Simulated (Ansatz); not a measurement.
Geometry relaxation of CH6N2OSi

The run: geometry relaxation of CH6N2OSi, SMILES N=C(N)O[SiH3]. Method and program: RKS PBE0-D4/def2-TZVP (Ansatz 0.2.0).

The geometry: PBE-D4/def2-SVP start. Figures and captions count atoms from 1; the log counts them from 0 in places.

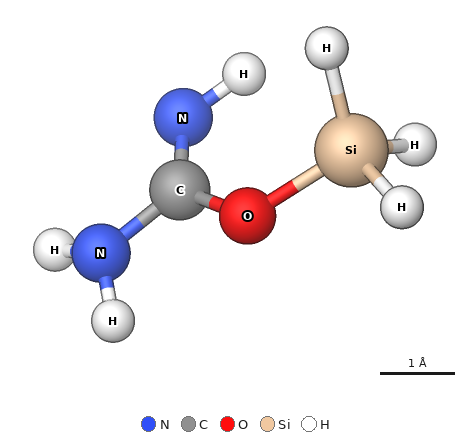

The structure as given in the input (ball-and-stick view, seen at a tilt).

## Summary

| quantity | value |
| --- | --- |
| outcome | converged |
| total energy | −14032.9559 eV |
| mean-field energy | −14032.7704 eV |
| dispersion energy | −0.1855 eV |
| SCF solution under orbital rotations | stable |
| largest force (length of the vector) at the end | 0.006 eV/Å |
| dipole moment | 2.06 D |
| hardware | 4 threads of INTEL XEON PLATINUM @ 2.10GHz, 23 GiB of memory available, shared host |
| wall time | 21 s (CPU time 71 s) |
| peak memory | 0.49 GiB |

## Input file
```yaml
crystal:
  periodic: [false, false, false]
  atoms:
    - {symbol: N, position_ang: [1.218237, 0.343673, 1.104707]}
    - {symbol: C, position_ang: [0.497535, -0.553596, 0.535728]}
    - {symbol: N, position_ang: [0.646763, -1.893919, 0.809460]}
    - {symbol: O, position_ang: [-0.477540, -0.384949, -0.426647]}
    - {symbol: Si, position_ang: [-0.874496, 1.127665, -1.098672]}
    - {symbol: H, position_ang: [1.039196, 1.289774, 0.744513]}
    - {symbol: H, position_ang: [-0.146558, -2.500292, 0.606646]}
    - {symbol: H, position_ang: [1.184540, -2.105126, 1.649090]}
    - {symbol: H, position_ang: [-1.338694, 2.081313, -0.032226]}
    - {symbol: H, position_ang: [0.304041, 1.717712, -1.821884]}
    - {symbol: H, position_ang: [-1.987724, 0.820744, -2.049914]}
basis:
  gaussian: {orbitals: def2-TZVP}
hamiltonian: {xc: pbe0, dispersion: d4}
relax: {f_tol: 0.005, max_steps: 150}
```

Launch command:
```bash
ansatz run in.yaml --threads 4 --pin off --events-out ev --progress --plain --max-ram 10444MiB
```

## The program's output
```
Functional definition: PBE0
  name "PBE0"
  cite "Adamo & Barone, J. Chem. Phys. 110, 6158 (1999) doi:10.1063/1.478522"
  cite "Perdew, Burke & Ernzerhof, Phys. Rev. Lett. 77, 3865 (1996) doi:10.1103/PhysRevLett.77.3865"
  parent pbe
  parameter a = 0.25
  parameter kappa = 0.804
  parameter beta = 0.06672455060314922
  exchange = (1 - a)*pbe_x(kappa = kappa, mu = beta*pi^2/3) + a*exact_x
  correlation = pbe_c(beta = beta)
1173 factors; their error is unknown
mean field evaluation 1: about -14023.8643 eV, gradient 7.0e1 eV
mean field evaluation 2: about -14015.6576 eV, gradient 9.2e1 eV
mean field evaluation 4: about -14032.5532 eV, gradient 7.1e0 eV
mean field evaluation 8: about -14032.6567 eV, gradient 1.5e-1 eV
mean field evaluation 16: about -14032.7020 eV, gradient 3.4e-4 eV
mean field -14032.70204778 eV, -515.6922885489 hartree, gradient 6.8e-5 eV, S^2 0.000000; 0 other end points of the search recorded, 0 dependent functions left out
the calculation of the forces begins
reference -14032.70207965 eV, -515.6922897202 hartree; 24, 24 occupied and 173, 173 virtual orbitals, 1173 factors
relax step   1: F+E_penalty+E_count = -14032.88555349 eV  Δ(F+E_penalty+E_count) = +0.000e0 eV  max|allowed force component| = 7.608e-1 eV/Å  Δτ_max = 0.0000 Å  (29 SCF iters, accepted)
these checks for a lower state are left out or cut short: starts, cluster_reference, orbital_swaps, neighbouring_geometries, increment
1173 factors; their error is unknown
mean field -14032.76003155 eV, -515.6944194130 hartree, gradient 1.1e-5 eV, S^2 0.000000; 0 other end points of the search recorded, 0 dependent functions left out
the calculation of the forces begins
reference -14032.76006315 eV, -515.6944205745 hartree; 24, 24 occupied and 173, 173 virtual orbitals, 1173 factors
relax step   2: F+E_penalty+E_count = -14032.94497746 eV  Δ(F+E_penalty+E_count) = -5.942e-2 eV  max|allowed force component| = 4.970e-1 eV/Å  Δτ_max = 0.0366 Å  (34 SCF iters, accepted)
these checks for a lower state are left out or cut short: starts, cluster_reference, orbital_swaps, neighbouring_geometries, increment
1173 factors; their error is unknown
mean field evaluation 32: about -14032.7692 eV, gradient 1.1e-5 eV
mean field -14032.76922798 eV, -515.6947573756 hartree, gradient 1.1e-5 eV, S^2 0.000000; 0 other end points of the search recorded, 0 dependent functions left out
the calculation of the forces begins
reference -14032.76925946 eV, -515.6947585324 hartree; 24, 24 occupied and 173, 173 virtual orbitals, 1173 factors
relax step   3: F+E_penalty+E_count = -14032.95495261 eV  Δ(F+E_penalty+E_count) = -9.975e-3 eV  max|allowed force component| = 1.306e-1 eV/Å  Δτ_max = 0.0176 Å  (33 SCF iters, accepted)
these checks for a lower state are left out or cut short: starts, cluster_reference, orbital_swaps, neighbouring_geometries, increment
1173 factors; their error is unknown
mean field -14032.76977711 eV, -515.6947775557 hartree, gradient 1.1e-5 eV, S^2 0.000000; 0 other end points of the search recorded, 0 dependent functions left out
the calculation of the forces begins
reference -14032.76980858 eV, -515.6947787123 hartree; 24, 24 occupied and 173, 173 virtual orbitals, 1173 factors
relax step   4: F+E_penalty+E_count = -14032.95548774 eV  Δ(F+E_penalty+E_count) = -5.351e-4 eV  max|allowed force component| = 4.936e-2 eV/Å  Δτ_max = 0.0048 Å  (35 SCF iters, accepted)
these checks for a lower state are left out or cut short: starts, cluster_reference, orbital_swaps, neighbouring_geometries, increment
1173 factors; their error is unknown
mean field -14032.77007355 eV, -515.6947884498 hartree, gradient 1.1e-5 eV, S^2 0.000000; 0 other end points of the search recorded, 0 dependent functions left out
the calculation of the forces begins
reference -14032.77010504 eV, -515.6947896068 hartree; 24, 24 occupied and 173, 173 virtual orbitals, 1173 factors
relax step   5: F+E_penalty+E_count = -14032.95569621 eV  Δ(F+E_penalty+E_count) = -2.085e-4 eV  max|allowed force component| = 3.262e-2 eV/Å  Δτ_max = 0.0071 Å  (34 SCF iters, accepted)
these checks for a lower state are left out or cut short: starts, cluster_reference, orbital_swaps, neighbouring_geometries, increment
1173 factors; their error is unknown
mean field -14032.77023327 eV, -515.6947943193 hartree, gradient 1.1e-5 eV, S^2 0.000000; 0 other end points of the search recorded, 0 dependent functions left out
the calculation of the forces begins
reference -14032.77026476 eV, -515.6947954766 hartree; 24, 24 occupied and 173, 173 virtual orbitals, 1173 factors
relax step   6: F+E_penalty+E_count = -14032.95578598 eV  Δ(F+E_penalty+E_count) = -8.977e-5 eV  max|allowed force component| = 1.335e-2 eV/Å  Δτ_max = 0.0048 Å  (35 SCF iters, accepted)
these checks for a lower state are left out or cut short: starts, cluster_reference, orbital_swaps, neighbouring_geometries, increment
1173 factors; their error is unknown
mean field -14032.77030697 eV, -515.6947970280 hartree, gradient 1.1e-5 eV, S^2 0.000000; 0 other end points of the search recorded, 0 dependent functions left out
the calculation of the forces begins
reference -14032.77033847 eV, -515.6947981852 hartree; 24, 24 occupied and 173, 173 virtual orbitals, 1173 factors
relax step   7: F+E_penalty+E_count = -14032.95582169 eV  Δ(F+E_penalty+E_count) = -3.571e-5 eV  max|allowed force component| = 7.916e-3 eV/Å  Δτ_max = 0.0037 Å  (34 SCF iters, accepted)
these checks for a lower state are left out or cut short: starts, cluster_reference, orbital_swaps, neighbouring_geometries, increment
1173 factors; their error is unknown
mean field evaluation 64: about -14032.7703 eV, gradient 1.5e-4 eV
mean field -14032.77033637 eV, -515.6947981083 hartree, gradient 1.1e-5 eV, S^2 0.000000; 0 other end points of the search recorded, 0 dependent functions left out
the calculation of the forces begins
reference -14032.77036786 eV, -515.6947992656 hartree; 24, 24 occupied and 173, 173 virtual orbitals, 1173 factors
relax step   8: F+E_penalty+E_count = -14032.95583033 eV  Δ(F+E_penalty+E_count) = -8.630e-6 eV  max|allowed force component| = 6.696e-3 eV/Å  Δτ_max = 0.0049 Å  (35 SCF iters, accepted)
these checks for a lower state are left out or cut short: starts, cluster_reference, orbital_swaps, neighbouring_geometries, increment
1173 factors; their error is unknown
mean field -14032.77033329 eV, -515.6947979951 hartree, gradient 1.1e-5 eV, S^2 0.000000; 0 other end points of the search recorded, 0 dependent functions left out
the calculation of the forces begins
reference -14032.77036478 eV, -515.6947991522 hartree; 24, 24 occupied and 173, 173 virtual orbitals, 1173 factors
relax step   9: F+E_penalty+E_count = -14032.95583853 eV  Δ(F+E_penalty+E_count) = -8.203e-6 eV  max|allowed force component| = 4.254e-3 eV/Å  Δτ_max = 0.0034 Å  (35 SCF iters, accepted)
these checks for a lower state are left out or cut short: starts, cluster_reference, orbital_swaps, neighbouring_geometries, increment
1173 factors; their error is unknown
mean field -14032.77033147 eV, -515.6947979282 hartree, gradient 1.1e-5 eV, S^2 0.000000; 0 other end points of the search recorded, 0 dependent functions left out
the calculation of the forces begins
reference -14032.77036295 eV, -515.6947990851 hartree; 24, 24 occupied and 173, 173 virtual orbitals, 1173 factors
relax step  10: F+E_penalty+E_count = -14032.95585074 eV  Δ(F+E_penalty+E_count) = -1.221e-5 eV  max|allowed force component| = 4.586e-3 eV/Å  Δτ_max = 0.0064 Å  (34 SCF iters, accepted)
1173 factors; their error is unknown
mean field evaluation 96: about -14032.7244 eV, gradient 1.5e-1 eV
```

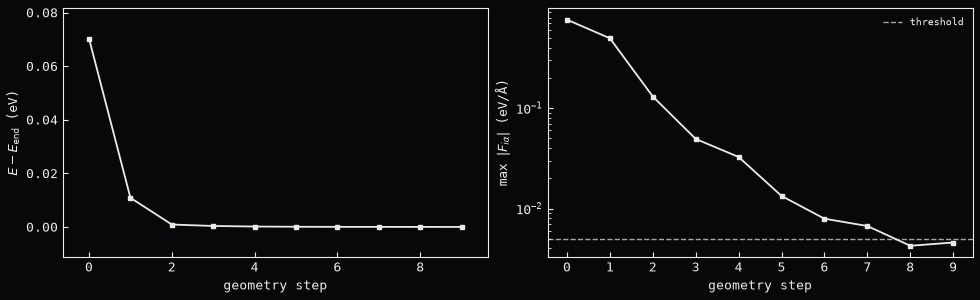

Progress of the relaxation, step by step (the first geometry is step 0 here and step 1 in the log).

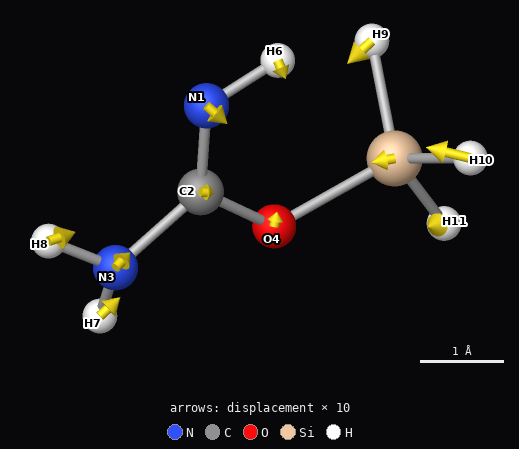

The starting structure with the displacements as yellow arrows, magnified 10 times (ball-and-stick view, seen at a tilt). The two geometries are laid on each other by the best rigid fit. After 9 geometry steps the energy has fallen by 0.070 eV. Largest force component: 0.76 eV/Å at the start, 0.0046 eV/Å at the end. The atom that moves furthest after the best rigid fit is H10 (0.055 Å). Largest moves by element: H 0.055 Å, N 0.034 Å, Si 0.029 Å, C 0.019 Å, O 0.018 Å. Among the contacts that change: O4–Si5 1.702 → 1.664 Å, C2–O4 1.380 → 1.358 Å, Si5–H10 1.503 → 1.484 Å, N1–C2 1.284 → 1.268 Å. (Atoms are counted from 1 in the order of the input.)

```
mean field -14032.77033147 eV, -515.6947979282 hartree, gradient 1.1e-5 eV, S^2 0.000000; 1 other end points of the search recorded, 0 dependent functions left out
the calculation of the forces begins
reference -14032.77036295 eV, -515.6947990851 hartree; 24, 24 occupied and 173, 173 virtual orbitals, 1173 factors
Total energy: -14032.95588222 eV, -515.7016167923 hartree
Atom 0 at     1.212096     0.341046     1.071065 Å, force    -0.004586    -0.001446    -0.001495 eV/Å
Atom 1 at     0.489654    -0.544211     0.521329 Å, force     0.003475     0.004218     0.001664 eV/Å
Atom 2 at     0.630890    -1.869110     0.806098 Å, force    -0.001319    -0.003515    -0.000635 eV/Å
Atom 3 at    -0.474500    -0.368610    -0.418814 Å, force    -0.001609    -0.002283    -0.002034 eV/Å
Atom 4 at    -0.867953     1.106936    -1.079175 Å, force     0.001927     0.000619     0.002617 eV/Å
Atom 5 at     1.040363     1.277499     0.723303 Å, force     0.002036     0.000753     0.000396 eV/Å
Atom 6 at    -0.148722    -2.467305     0.600536 Å, force    -0.000292     0.001667     0.000623 eV/Å
Atom 7 at     1.167446    -2.077107     1.629322 Å, force     0.001331     0.000249     0.000037 eV/Å
Atom 8 at    -1.336432     2.041087    -0.024968 Å, force    -0.001128     0.000042     0.000254 eV/Å
Atom 9 at     0.305354     1.695820    -1.770975 Å, force     0.000724     0.000339    -0.001030 eV/Å
Atom 10 at    -1.952898     0.806953    -2.036920 Å, force    -0.000559    -0.000643    -0.000396 eV/Å
Dipole moment:    -0.377782    -0.158346    -0.129412 e Å
```

## Trajectory as extended XYZ (Å, eV, eV/Å), 10 frames, from step=1 to step=10
```
11
Properties=species:S:1:pos:R:3:forces:R:3 step=1 energy=-14032.88555
N     1.2182    0.3437    1.1047   -0.7296  -0.3106  -0.7079
C     0.4975   -0.5536    0.5357    0.0222   0.2800  -0.0234
N     0.6468   -1.8939    0.8095   -0.1604   0.1230   0.2653
O    -0.4775   -0.3849   -0.4266    0.4006   0.7608   0.2321
Si   -0.8745    1.1277   -1.0987    0.1327  -0.5502   0.2636
H     1.0392    1.2898    0.7445    0.0681  -0.5425   0.1860
H    -0.1466   -2.5003    0.6066    0.4829   0.4393   0.1259
H     1.1845   -2.1051    1.6491   -0.3483   0.1571  -0.5152
H    -1.3387    2.0813   -0.0322    0.1327  -0.2439  -0.2300
H     0.3040    1.7177   -1.8219   -0.2578  -0.1627   0.1924
H    -1.9877    0.8207   -2.0499    0.2569   0.0498   0.2112
11
Properties=species:S:1:pos:R:3:forces:R:3 step=2 energy=-14032.94498
N     1.2039    0.3429    1.0847   -0.1974   0.0292  -0.2150
C     0.4918   -0.5479    0.5240   -0.1409  -0.0400  -0.1238
N     0.6438   -1.8776    0.8005   -0.0318   0.0295   0.1037
O    -0.4765   -0.3825   -0.4270    0.1484   0.4970   0.0531
Si   -0.8673    1.1187   -1.0868    0.1100  -0.4661   0.1846
H     1.0178    1.2792    0.7305    0.0588  -0.1443   0.0864
H    -0.1443   -2.4746    0.6057    0.1171   0.1023   0.0169
H     1.1713   -2.0799    1.6357   -0.0770   0.0335  -0.1323
H    -1.3167    2.0557   -0.0214    0.0201  -0.0518  -0.0588
H     0.3082    1.6957   -1.7929   -0.0623  -0.0288   0.0394
H    -1.9667    0.8133   -2.0322    0.0550   0.0394   0.0460
11
Properties=species:S:1:pos:R:3:forces:R:3 step=3 energy=-14032.95495
N     1.1978    0.3457    1.0754   -0.0210   0.0146  -0.0218
C     0.4859   -0.5440    0.5197   -0.0071  -0.0957  -0.0280
N     0.6402   -1.8701    0.7976   -0.0005   0.0161   0.0329
O    -0.4764   -0.3775   -0.4246    0.0063   0.1306  -0.0095
Si   -0.8616    1.1071   -1.0797   -0.0022  -0.1056   0.0272
H     1.0152    1.2793    0.7257    0.0207   0.0299   0.0193
H    -0.1438   -2.4661    0.6023   -0.0085  -0.0144  -0.0122
H     1.1673   -2.0709    1.6288    0.0164  -0.0061   0.0073
H    -1.3118    2.0412   -0.0189   -0.0050   0.0151   0.0084
H     0.3112    1.6836   -1.7805    0.0091   0.0085  -0.0076
H    -1.9586    0.8147   -2.0248   -0.0083   0.0070  -0.0160
11
Properties=species:S:1:pos:R:3:forces:R:3 step=4 energy=-14032.95549
N     1.1996    0.3449    1.0746   -0.0122   0.0030  -0.0249
C     0.4873   -0.5445    0.5182   -0.0057  -0.0494   0.0276
N     0.6390   -1.8702    0.7990   -0.0068   0.0114   0.0103
O    -0.4761   -0.3750   -0.4238    0.0129   0.0344   0.0017
Si   -0.8632    1.1053   -1.0793   -0.0074  -0.0114  -0.0095
H     1.0188    1.2804    0.7287    0.0140   0.0094   0.0092
H    -0.1443   -2.4668    0.6019    0.0022  -0.0061  -0.0082
H     1.1676   -2.0717    1.6293    0.0083   0.0000  -0.0023
H    -1.3140    2.0419   -0.0199   -0.0057   0.0039   0.0021
H     0.3094    1.6837   -1.7802    0.0041   0.0043  -0.0033
H    -1.9587    0.8150   -2.0277   -0.0039   0.0003  -0.0026
11
Properties=species:S:1:pos:R:3:forces:R:3 step=5 energy=-14032.95570
N     1.2019    0.3433    1.0753   -0.0100  -0.0009  -0.0014
C     0.4859   -0.5445    0.5212    0.0326  -0.0052  -0.0027
N     0.6374   -1.8703    0.8006   -0.0232   0.0072   0.0067
O    -0.4766   -0.3717   -0.4211    0.0022  -0.0166   0.0145
Si   -0.8645    1.1052   -1.0803   -0.0116   0.0294  -0.0123
H     1.0254    1.2805    0.7313    0.0011  -0.0060   0.0025
H    -0.1442   -2.4685    0.6009    0.0064  -0.0015  -0.0026
H     1.1700   -2.0741    1.6278    0.0011   0.0020  -0.0054
H    -1.3192    2.0438   -0.0237   -0.0003  -0.0013  -0.0026
H     0.3081    1.6852   -1.7810   -0.0014  -0.0017   0.0016
H    -1.9589    0.8142   -2.0303    0.0031  -0.0054   0.0019
11
Properties=species:S:1:pos:R:3:forces:R:3 step=6 energy=-14032.95579
N     1.2043    0.3422    1.0759    0.0061  -0.0017   0.0034
C     0.4876   -0.5445    0.5214    0.0042   0.0066   0.0051
N     0.6358   -1.8703    0.8016   -0.0127   0.0037   0.0007
O    -0.4760   -0.3698   -0.4196    0.0019  -0.0131   0.0042
Si   -0.8658    1.1062   -1.0807   -0.0029   0.0133  -0.0055
H     1.0298    1.2800    0.7331   -0.0032  -0.0056  -0.0033
H    -0.1450   -2.4686    0.5997    0.0052   0.0015  -0.0020
H     1.1696   -2.0755    1.6276    0.0006   0.0005  -0.0043
H    -1.3232    2.0454   -0.0258    0.0006  -0.0019  -0.0022
H     0.3067    1.6867   -1.7812   -0.0020  -0.0003   0.0022
H    -1.9586    0.8111   -2.0312    0.0022  -0.0030   0.0018
11
Properties=species:S:1:pos:R:3:forces:R:3 step=7 energy=-14032.95582
N     1.2067    0.3416    1.0760    0.0079  -0.0010   0.0057
C     0.4882   -0.5441    0.5223   -0.0031   0.0023  -0.0018
N     0.6342   -1.8699    0.8023   -0.0032   0.0023   0.0035
O    -0.4759   -0.3685   -0.4179   -0.0009  -0.0018  -0.0007
Si   -0.8668    1.1067   -1.0807    0.0029   0.0003   0.0011
H     1.0332    1.2793    0.7330   -0.0038  -0.0012  -0.0041
H    -0.1460   -2.4682    0.5987    0.0021   0.0015  -0.0013
H     1.1697   -2.0768    1.6267    0.0001  -0.0013  -0.0022
H    -1.3263    2.0465   -0.0274   -0.0021  -0.0015  -0.0006
H     0.3058    1.6887   -1.7798   -0.0002  -0.0005  -0.0003
H    -1.9575    0.8077   -2.0324    0.0004   0.0009   0.0008
11
Properties=species:S:1:pos:R:3:forces:R:3 step=8 energy=-14032.95583
N     1.2090    0.3412    1.0756    0.0048   0.0007   0.0025
C     0.4888   -0.5438    0.5228   -0.0061  -0.0037  -0.0023
N     0.6329   -1.8695    0.8033    0.0024   0.0020   0.0035
O    -0.4758   -0.3676   -0.4168    0.0001   0.0034  -0.0024
Si   -0.8668    1.1072   -1.0804   -0.0046  -0.0067   0.0011
H     1.0357    1.2786    0.7315   -0.0014   0.0019  -0.0021
H    -0.1470   -2.4677    0.5985   -0.0001   0.0006  -0.0008
H     1.1698   -2.0780    1.6263   -0.0002  -0.0012  -0.0008
H    -1.3311    2.0459   -0.0283    0.0039   0.0014   0.0009
H     0.3058    1.6898   -1.7786    0.0007   0.0018   0.0025
H    -1.9561    0.8069   -2.0331    0.0004  -0.0001  -0.0023
11
Properties=species:S:1:pos:R:3:forces:R:3 step=9 energy=-14032.95584
N     1.2100    0.3411    1.0737    0.0007  -0.0009   0.0027
C     0.4891   -0.5441    0.5221   -0.0003   0.0035  -0.0024
N     0.6324   -1.8694    0.8043   -0.0019  -0.0029   0.0016
O    -0.4751   -0.3681   -0.4179   -0.0012  -0.0005  -0.0002
Si   -0.8670    1.1072   -1.0798   -0.0040  -0.0043  -0.0002
H     1.0371    1.2782    0.7284    0.0000   0.0016  -0.0017
H    -0.1474   -2.4678    0.5992    0.0008   0.0021  -0.0003
H     1.1686   -2.0773    1.6278    0.0012  -0.0008  -0.0003
H    -1.3331    2.0441   -0.0269    0.0038   0.0009   0.0015
H     0.3058    1.6918   -1.7760    0.0008   0.0022   0.0019
H    -1.9551    0.8074   -2.0341    0.0000  -0.0010  -0.0025
11
Properties=species:S:1:pos:R:3:forces:R:3 step=10 energy=-14032.95585
N     1.2121    0.3410    1.0711   -0.0046  -0.0014  -0.0015
C     0.4897   -0.5442    0.5213    0.0035   0.0042   0.0017
N     0.6309   -1.8691    0.8061   -0.0013  -0.0035  -0.0006
O    -0.4745   -0.3686   -0.4188   -0.0016  -0.0023  -0.0020
Si   -0.8680    1.1069   -1.0792    0.0019   0.0006   0.0026
H     1.0404    1.2775    0.7233    0.0020   0.0008   0.0004
H    -0.1487   -2.4673    0.6005   -0.0003   0.0017   0.0006
H     1.1674   -2.0771    1.6293    0.0013   0.0002   0.0000
H    -1.3364    2.0411   -0.0250   -0.0011   0.0000   0.0003
H     0.3054    1.6958   -1.7710    0.0007   0.0003  -0.0010
H    -1.9529    0.8070   -2.0369   -0.0006  -0.0006  -0.0004
```

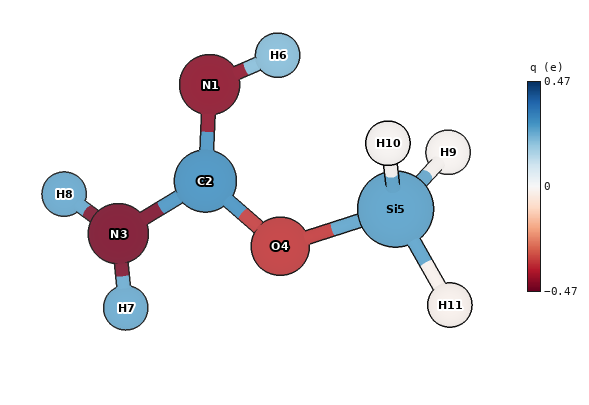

Mulliken charges, as the colour of each atom (ball-and-stick view, seen at a tilt; atoms are numbered from 1 in the order of the input). By element: N −0.45 to −0.42, C +0.29, O −0.33, Si +0.25 and H −0.02 to +0.26 e.
